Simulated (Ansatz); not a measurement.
**CH$_{3}$ClMoOS: molecular dynamics (part 1 of 2)**

System: CH$_{3}$ClMoOS, SMILES [CH3][Mo](=[O])(=[S])[Cl].
Method: RKS r2SCAN-d3bj/def2-SVP (Ansatz 0.2.0).

The geometry comes from this level: PBE0-D4/def2-TZVP. Figures and captions count atoms from 1; the log counts them from 0 in places.

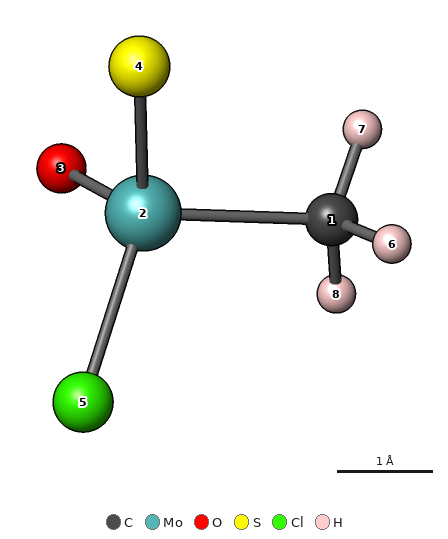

**Figure 1.** The starting structure (ball-and-stick view, seen at a tilt; atoms are numbered from 1 in the order of the input). Sticks mark near contacts. Bond lengths as drawn: Cl–Mo 2.25 Å, C–H 1.09 to 1.10 Å, C–Mo 2.09 Å, Mo–O 1.66 Å and Mo–S 2.10 Å.

## Input
```yaml
crystal:
  periodic: [false, false, false]
  atoms:
    - {symbol: C, position_ang: [-0.873813, -0.688108, -0.161661]}
    - {symbol: Mo, position_ang: [0.814105, 0.499348, 0.137123]}
    - {symbol: O, position_ang: [2.022047, -0.577364, 0.519146]}
    - {symbol: S, position_ang: [0.355755, 1.652375, 1.830182]}
    - {symbol: Cl, position_ang: [1.248900, 1.731018, -1.689227]}
    - {symbol: H, position_ang: [-1.726214, -0.036482, -0.369689]}
    - {symbol: H, position_ang: [-1.092364, -1.313378, 0.704777]}
    - {symbol: H, position_ang: [-0.656317, -1.324510, -1.026453]}
basis:
  gaussian: {orbitals: def2-SVP}
hamiltonian: {xc: {name: r2SCAN}, dispersion: d3bj}
md: {timestep: 2 fs, n_steps: 50, ensemble: nve, temperature: 700, initial_velocities: maxwell_boltzmann, seed: 811}
```

Run on 4 threads of Arm Neoverse V2, 23 GiB of memory available, shared host.

Command:
```bash
ansatz run in.yaml --threads 4 --pin off --events-out ev --progress --plain --max-ram 10444MiB
```

## Log
```
Warning: the engine holds no damping parameters fitted to this dispersion correction and functional, so the run takes those fitted to r2scan beside the three-body term, which d3bj leaves out (hamiltonian.dispersion, under Limitations)
Functional definition: r2SCAN
  name "r2SCAN"
  cite "Furness, Kaplan, Ning, Perdew & Sun, J. Phys. Chem. Lett. 11, 8208 (2020) doi:10.1021/acs.jpclett.0c02405"
  cite "Furness, Kaplan, Ning, Perdew & Sun, J. Phys. Chem. Lett. 11, 9248 (2020) doi:10.1021/acs.jpclett.0c03077"
  parent r2scan
  parameter k0 = 0.174
  parameter k1 = 0.065
  parameter a1 = 4.9479
  exchange = r2scan_x(k0 = k0, k1 = k1, a1 = a1)
  correlation = r2scan_c
1178 factors; their error is unknown
mean field evaluation 1: about -28327.0259 eV, gradient 7.5e1 eV
mean field evaluation 2: about -28153.8325 eV, gradient 2.5e2 eV
mean field evaluation 4: about -28327.7784 eV, gradient 6.8e1 eV
mean field evaluation 8: about -28339.2521 eV, gradient 3.1e0 eV
mean field evaluation 16: about -28339.2098 eV, gradient 3.8e-2 eV
mean field -28339.20980555 eV, -1041.4467513477 hartree, gradient 9.0e-5 eV, S^2 0.000000; 0 other end points of the search recorded, 0 dependent functions left out
the calculation of the forces begins
reference -28339.20982930 eV, -1041.4467522206 hartree; 32, 32 occupied and 78, 78 virtual orbitals, 1178 factors
md step     0: t =     0.00 fs  T =   700.0 K  F+E_penalty+E_count = -28339.28629269 eV  E_kin = 0.542892 eV  conserved = -28338.74340069 eV  (34 SCF iters)
these checks for a lower state are left out or cut short: starts, cluster_reference, orbital_swaps, neighbouring_geometries, increment
1178 factors; their error is unknown
mean field -28339.05219864 eV, -1041.4409594006 hartree, gradient 2.0e-5 eV, S^2 0.000000; 0 other end points of the search recorded, 0 dependent functions left out
the calculation of the forces begins
reference -28339.05222226 eV, -1041.4409602687 hartree; 32, 32 occupied and 78, 78 virtual orbitals, 1178 factors
md step     1: t =     2.00 fs  T =   553.6 K  F+E_penalty+E_count = -28339.12873365 eV  E_kin = 0.429342 eV  conserved = -28338.69939214 eV  (36 SCF iters, 21 dispersion substeps)
[... from here on the SCF iterations and repeated set-up lines of each step are left out, up to the last step ...]
md step     2: t =     4.00 fs  T =   475.3 K  F+E_penalty+E_count = -28339.06856769 eV  E_kin = 0.368596 eV  conserved = -28338.69997189 eV  (36 SCF iters, 21 dispersion substeps)
md step     3: t =     6.00 fs  T =   528.4 K  F+E_penalty+E_count = -28339.14034261 eV  E_kin = 0.409797 eV  conserved = -28338.73054521 eV  (35 SCF iters, 21 dispersion substeps)
md step     4: t =     8.00 fs  T =   422.4 K  F+E_penalty+E_count = -28338.99951381 eV  E_kin = 0.327625 eV  conserved = -28338.67188893 eV  (36 SCF iters, 21 dispersion substeps)
md step     5: t =    10.00 fs  T =   564.4 K  F+E_penalty+E_count = -28339.18214373 eV  E_kin = 0.437764 eV  conserved = -28338.74438020 eV  (36 SCF iters, 21 dispersion substeps)
md step     6: t =    12.00 fs  T =   515.3 K  F+E_penalty+E_count = -28339.10542785 eV  E_kin = 0.399645 eV  conserved = -28338.70578265 eV  (36 SCF iters, 21 dispersion substeps)
md step     7: t =    14.00 fs  T =   482.0 K  F+E_penalty+E_count = -28339.08513275 eV  E_kin = 0.373817 eV  conserved = -28338.71131619 eV  (36 SCF iters, 21 dispersion substeps)
md step     8: t =    16.00 fs  T =   489.6 K  F+E_penalty+E_count = -28339.10883954 eV  E_kin = 0.379719 eV  conserved = -28338.72912044 eV  (37 SCF iters, 21 dispersion substeps)
md step     9: t =    18.00 fs  T =   359.4 K  F+E_penalty+E_count = -28338.96892798 eV  E_kin = 0.278718 eV  conserved = -28338.69020984 eV  (37 SCF iters, 21 dispersion substeps)
md step    10: t =    20.00 fs  T =   408.8 K  F+E_penalty+E_count = -28339.05452737 eV  E_kin = 0.317035 eV  conserved = -28338.73749208 eV  (36 SCF iters, 21 dispersion substeps)
md step    11: t =    22.00 fs  T =   380.1 K  F+E_penalty+E_count = -28339.00247090 eV  E_kin = 0.294807 eV  conserved = -28338.70766383 eV  (36 SCF iters, 21 dispersion substeps)
md step    12: t =    24.00 fs  T =   387.1 K  F+E_penalty+E_count = -28339.01621986 eV  E_kin = 0.300252 eV  conserved = -28338.71596747 eV  (37 SCF iters, 21 dispersion substeps)
md step    13: t =    26.00 fs  T =   422.8 K  F+E_penalty+E_count = -28339.05630557 eV  E_kin = 0.327886 eV  conserved = -28338.72841929 eV  (37 SCF iters, 21 dispersion substeps)
md step    14: t =    28.00 fs  T =   335.4 K  F+E_penalty+E_count = -28338.96124551 eV  E_kin = 0.260104 eV  conserved = -28338.70114189 eV  (37 SCF iters, 21 dispersion substeps)
md step    15: t =    30.00 fs  T =   363.6 K  F+E_penalty+E_count = -28339.02619786 eV  E_kin = 0.282013 eV  conserved = -28338.74418492 eV  (36 SCF iters, 21 dispersion substeps)
md step    16: t =    32.00 fs  T =   287.1 K  F+E_penalty+E_count = -28338.92722559 eV  E_kin = 0.222667 eV  conserved = -28338.70455866 eV  (36 SCF iters, 21 dispersion substeps)
md step    17: t =    34.00 fs  T =   295.1 K  F+E_penalty+E_count = -28338.95388223 eV  E_kin = 0.228898 eV  conserved = -28338.72498405 eV  (38 SCF iters, 21 dispersion substeps)
md step    18: t =    36.00 fs  T =   293.6 K  F+E_penalty+E_count = -28338.95579362 eV  E_kin = 0.227714 eV  conserved = -28338.72807928 eV  (36 SCF iters, 21 dispersion substeps)
md step    19: t =    38.00 fs  T =   237.0 K  F+E_penalty+E_count = -28338.88608128 eV  E_kin = 0.183803 eV  conserved = -28338.70227843 eV  (36 SCF iters, 21 dispersion substeps)
md step    20: t =    40.00 fs  T =   284.8 K  F+E_penalty+E_count = -28338.96965310 eV  E_kin = 0.220917 eV  conserved = -28338.74873596 eV  (36 SCF iters, 21 dispersion substeps)
md step    21: t =    42.00 fs  T =   178.3 K  F+E_penalty+E_count = -28338.83416554 eV  E_kin = 0.138312 eV  conserved = -28338.69585342 eV  (36 SCF iters, 21 dispersion substeps)
md step    22: t =    44.00 fs  T =   255.5 K  F+E_penalty+E_count = -28338.93073952 eV  E_kin = 0.198142 eV  conserved = -28338.73259772 eV  (36 SCF iters, 21 dispersion substeps)
md step    23: t =    46.00 fs  T =   258.0 K  F+E_penalty+E_count = -28338.92582284 eV  E_kin = 0.200109 eV  conserved = -28338.72571379 eV  (36 SCF iters, 21 dispersion substeps)
md step    24: t =    48.00 fs  T =   230.4 K  F+E_penalty+E_count = -28338.88304054 eV  E_kin = 0.178681 eV  conserved = -28338.70435931 eV  (36 SCF iters, 21 dispersion substeps)
md step    25: t =    50.00 fs  T =   296.8 K  F+E_penalty+E_count = -28338.98184972 eV  E_kin = 0.230161 eV  conserved = -28338.75168908 eV  (36 SCF iters, 21 dispersion substeps)
md step    26: t =    52.00 fs  T =   134.0 K  F+E_penalty+E_count = -28338.79661156 eV  E_kin = 0.103925 eV  conserved = -28338.69268669 eV  (36 SCF iters, 21 dispersion substeps)
md step    27: t =    54.00 fs  T =   188.5 K  F+E_penalty+E_count = -28338.87993109 eV  E_kin = 0.146180 eV  conserved = -28338.73375104 eV  (37 SCF iters, 21 dispersion substeps)
md step    28: t =    56.00 fs  T =   193.3 K  F+E_penalty+E_count = -28338.87418578 eV  E_kin = 0.149943 eV  conserved = -28338.72424262 eV  (36 SCF iters, 21 dispersion substeps)
md step    29: t =    58.00 fs  T =   213.0 K  F+E_penalty+E_count = -28338.86670878 eV  E_kin = 0.165189 eV  conserved = -28338.70151979 eV  (35 SCF iters, 21 dispersion substeps)
md step    30: t =    60.00 fs  T =   382.2 K  F+E_penalty+E_count = -28339.04884539 eV  E_kin = 0.296405 eV  conserved = -28338.75244025 eV  (36 SCF iters, 21 dispersion substeps)
md step    31: t =    62.00 fs  T =   263.2 K  F+E_penalty+E_count = -28338.90069858 eV  E_kin = 0.204091 eV  conserved = -28338.69660729 eV  (36 SCF iters, 21 dispersion substeps)
md step    32: t =    64.00 fs  T =   297.9 K  F+E_penalty+E_count = -28338.97230051 eV  E_kin = 0.231023 eV  conserved = -28338.74127713 eV  (36 SCF iters, 21 dispersion substeps)
md step    33: t =    66.00 fs  T =   220.3 K  F+E_penalty+E_count = -28338.89424037 eV  E_kin = 0.170877 eV  conserved = -28338.72336386 eV  (35 SCF iters, 21 dispersion substeps)
md step    34: t =    68.00 fs  T =   178.6 K  F+E_penalty+E_count = -28338.84092109 eV  E_kin = 0.138549 eV  conserved = -28338.70237238 eV  (36 SCF iters, 21 dispersion substeps)
md step    35: t =    70.00 fs  T =   355.1 K  F+E_penalty+E_count = -28339.02364518 eV  E_kin = 0.275417 eV  conserved = -28338.74822819 eV  (36 SCF iters, 21 dispersion substeps)
md step    36: t =    72.00 fs  T =   312.3 K  F+E_penalty+E_count = -28338.94053332 eV  E_kin = 0.242222 eV  conserved = -28338.69831137 eV  (36 SCF iters, 21 dispersion substeps)
md step    37: t =    74.00 fs  T =   406.5 K  F+E_penalty+E_count = -28339.06225362 eV  E_kin = 0.315275 eV  conserved = -28338.74697895 eV  (36 SCF iters, 21 dispersion substeps)
md step    38: t =    76.00 fs  T =   308.8 K  F+E_penalty+E_count = -28338.96373018 eV  E_kin = 0.239468 eV  conserved = -28338.72426235 eV  (36 SCF iters, 21 dispersion substeps)
md step    39: t =    78.00 fs  T =   224.6 K  F+E_penalty+E_count = -28338.88213284 eV  E_kin = 0.174194 eV  conserved = -28338.70793909 eV  (35 SCF iters, 21 dispersion substeps)
md step    40: t =    80.00 fs  T =   330.2 K  F+E_penalty+E_count = -28339.00150386 eV  E_kin = 0.256104 eV  conserved = -28338.74540004 eV  (36 SCF iters, 21 dispersion substeps)
md step    41: t =    82.00 fs  T =   259.5 K  F+E_penalty+E_count = -28338.89916638 eV  E_kin = 0.201223 eV  conserved = -28338.69794332 eV  (36 SCF iters, 21 dispersion substeps)
md step    42: t =    84.00 fs  T =   412.0 K  F+E_penalty+E_count = -28339.06802975 eV  E_kin = 0.319510 eV  conserved = -28338.74851976 eV  (36 SCF iters, 21 dispersion substeps)
md step    43: t =    86.00 fs  T =   390.9 K  F+E_penalty+E_count = -28339.03215131 eV  E_kin = 0.303162 eV  conserved = -28338.72898899 eV  (36 SCF iters, 21 dispersion substeps)
md step    44: t =    88.00 fs  T =   319.0 K  F+E_penalty+E_count = -28338.95987431 eV  E_kin = 0.247365 eV  conserved = -28338.71250922 eV  (36 SCF iters, 21 dispersion substeps)
md step    45: t =    90.00 fs  T =   417.5 K  F+E_penalty+E_count = -28339.06823011 eV  E_kin = 0.323795 eV  conserved = -28338.74443463 eV  (36 SCF iters, 21 dispersion substeps)
md step    46: t =    92.00 fs  T =   343.2 K  F+E_penalty+E_count = -28338.97085998 eV  E_kin = 0.266204 eV  conserved = -28338.70465644 eV  (36 SCF iters, 21 dispersion substeps)
md step    47: t =    94.00 fs  T =   477.0 K  F+E_penalty+E_count = -28339.11613073 eV  E_kin = 0.369939 eV  conserved = -28338.74619190 eV  (36 SCF iters, 21 dispersion substeps)
md step    48: t =    96.00 fs  T =   486.7 K  F+E_penalty+E_count = -28339.10794640 eV  E_kin = 0.377428 eV  conserved = -28338.73051854 eV  (36 SCF iters, 21 dispersion substeps)
md step    49: t =    98.00 fs  T =   435.8 K  F+E_penalty+E_count = -28339.06126165 eV  E_kin = 0.338027 eV  conserved = -28338.72323500 eV  (36 SCF iters, 21 dispersion substeps)
these checks for a lower state are left out or cut short: starts, cluster_reference, orbital_swaps, neighbouring_geometries, increment
1178 factors; their error is unknown
mean field evaluation 416: about -28339.1052 eV, gradient 4.5e-2 eV
mean field -28339.04528346 eV, -1041.4407052723 hartree, gradient 2.0e-5 eV, S^2 0.000000; 0 other end points of the search recorded, 0 dependent functions left out
the calculation of the forces begins
reference -28339.04530678 eV, -1041.4407061292 hartree; 32, 32 occupied and 78, 78 virtual orbitals, 1178 factors
1178 factors; their error is unknown
mean field -28339.04528346 eV, -1041.4407052723 hartree, gradient 3.1e-5 eV, S^2 0.000000; 1 other end points of the search recorded, 0 dependent functions left out
the calculation of the forces begins
reference -28339.04530678 eV, -1041.4407061292 hartree; 32, 32 occupied and 78, 78 virtual orbitals, 1178 factors
md step    50: t =   100.00 fs  T =   488.4 K  F+E_penalty+E_count = -28339.12213985 eV  E_kin = 0.378788 eV  conserved = -28338.74335189 eV  (36 SCF iters, 21 dispersion substeps)
```

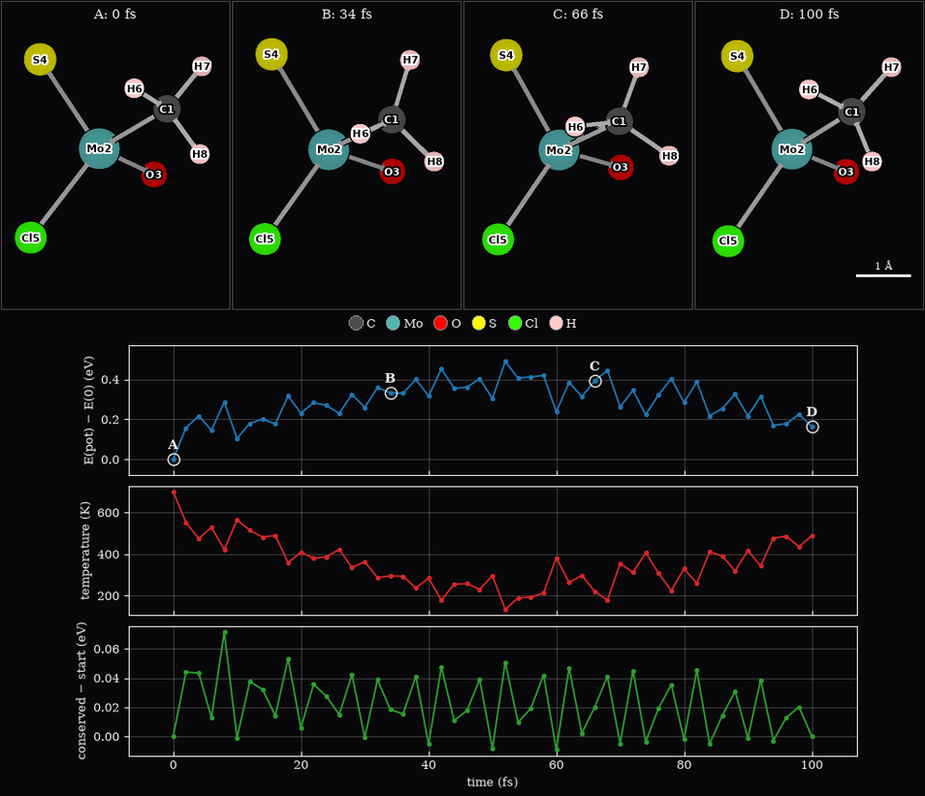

**Figure 2.** Frames of the molecular dynamics (ball-and-stick, seen at a tilt) above the curves, on which the letters mark them. The trajectory kept here has 51 frames over 100 fs. The temperature starts at 700 K, ranges from 134 to 700 K and averages 321 K over the second half. The potential energy ends 0.164 eV above its first value. The conserved quantity stays within 0.081 eV. After an unweighted best fit of the last frame on the first, the root-mean-square displacement is 0.16 Å, and Cl5 has moved furthest (0.27 Å).

```
Total energy: -28339.12216317 eV, -1041.4435305495 hartree
Atom 0 at    -0.881944    -0.540524    -0.250223 Å, force    -0.920129    -0.042797     0.002552 eV/Å
Atom 1 at     0.841676     0.515020     0.153112 Å, force    -0.949430     1.156073    -0.452964 eV/Å
Atom 2 at     2.030381    -0.540042     0.585241 Å, force     1.174594    -1.251023     0.198882 eV/Å
Atom 3 at     0.320870     1.581145     1.900101 Å, force    -0.054361     0.355403     0.136229 eV/Å
Atom 4 at     1.208818     1.664303    -1.784272 Å, force     0.121580     0.113136     0.160429 eV/Å
Atom 5 at    -1.635124     0.289077    -0.343119 Å, force     0.311782    -0.430108     0.127183 eV/Å
Atom 6 at    -1.248206    -1.255137     0.549138 Å, force     0.419515     0.389163    -1.033565 eV/Å
Atom 7 at    -0.732191    -0.939231    -1.294348 Å, force    -0.103551    -0.289847     0.861253 eV/Å
Dipole moment:    -0.389725    -0.162080    -0.217537 e Å
```

## Trajectory as extended XYZ (Å, eV, eV/Å), 25 of the 51 frames kept, from step=0 to step=50
```
8
Properties=species:S:1:pos:R:3:forces:R:3 step=0 time_fs=0.0 energy=-28339.28629 temperature=700.0
C    -0.8738   -0.6881   -0.1617    0.2371   0.1684   0.0077
Mo    0.8141    0.4993    0.1371   -0.5448   0.0116  -0.3424
O     2.0220   -0.5774    0.5191    0.5982  -0.5322   0.1925
S     0.3558    1.6524    1.8302   -0.1165   0.3320   0.4995
Cl    1.2489    1.7310   -1.6892    0.0894   0.2218  -0.3392
H    -1.7262   -0.0365   -0.3697   -0.2596   0.1944  -0.0525
H    -1.0924   -1.3134    0.7048   -0.0733  -0.2053   0.2742
H    -0.6563   -1.3245   -1.0265    0.0695  -0.1907  -0.2397
8
Properties=species:S:1:pos:R:3:forces:R:3 step=2 time_fs=4.0 energy=-28339.06857 temperature=475.3
C    -0.8762   -0.6924   -0.2016    0.0555  -0.3795   1.5598
Mo    0.8269    0.5041    0.1434   -1.5021   0.4955  -0.6866
O     1.9988   -0.5938    0.5144    1.2588  -1.0602   0.4322
S     0.3479    1.6535    1.8434   -0.0565   0.2321   0.3951
Cl    1.2317    1.7227   -1.7009    0.1406   0.2111  -0.2833
H    -1.6872   -0.0095   -0.5015   -0.1639   0.0329   0.2850
H    -1.1104   -1.2191    0.8444    0.3141   0.6874  -2.4472
H    -0.6429   -1.3277   -1.0905   -0.0464  -0.2193   0.7450
8
Properties=species:S:1:pos:R:3:forces:R:3 step=4 time_fs=8.0 energy=-28338.99951 temperature=422.4
C    -0.8767   -0.6983   -0.2269    0.6900   3.2678  -3.5029
Mo    0.8373    0.5095    0.1486   -1.4793   0.4006  -0.7186
O     1.9872   -0.6199    0.5136    1.0551  -0.8330   0.4006
S     0.3398    1.6558    1.8585    0.0058   0.0309   0.1703
Cl    1.2152    1.7154   -1.7138    0.1648   0.1723  -0.1896
H    -1.6730    0.0222   -0.5912    0.5765  -0.5692   0.4789
H    -1.0980   -1.0548    0.6944   -1.0868  -1.9566   3.1033
H    -0.6337   -1.3685   -1.0574    0.0738  -0.5127   0.2581
```
